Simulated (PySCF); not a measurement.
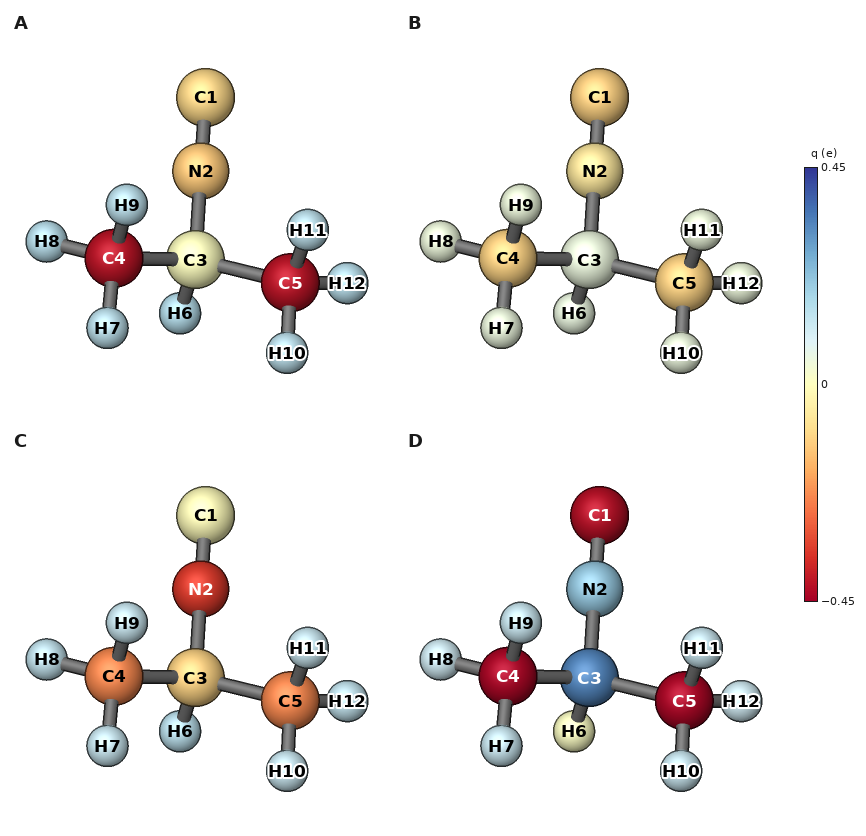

Atomic charges of one calculation by 4 schemes, on one colour scale. The geometry was computed by an optimisation with PBE0-D3(BJ)/def2-SVP. No frequency run is at hand to confirm it as a minimum. Computed with PBE0/pcSseg-1 (PySCF 2.14.0).

> The schemes are ESP-fitted, Hirshfeld, IAO, Mulliken. Which panel shows which?

A IAO, B Hirshfeld, C Mulliken, D ESP-fitted.

List the charges (e), one line for each set of equivalent atoms.

| atom | IAO | Hirshfeld | Mulliken | ESP-fitted |
| --- | --- | --- | --- | --- |
| C1 | −0.10 | −0.11 | −0.01 | −0.41 |
| N2 | −0.13 | −0.06 | −0.34 | 0.21 |
| C3 | 0.00 | 0.05 | −0.11 | 0.33 |
| C4, C5 | −0.41 | −0.11 | −0.23 | −0.44 |
| H6 | 0.16 | 0.05 | 0.15 | 0.01 |
| H7, H10 | 0.14 | 0.05 | 0.12 | 0.12 |
| H8, H12 | 0.15 | 0.05 | 0.14 | 0.12 |
| H9, H11 | 0.15 | 0.05 | 0.13 | 0.13 |
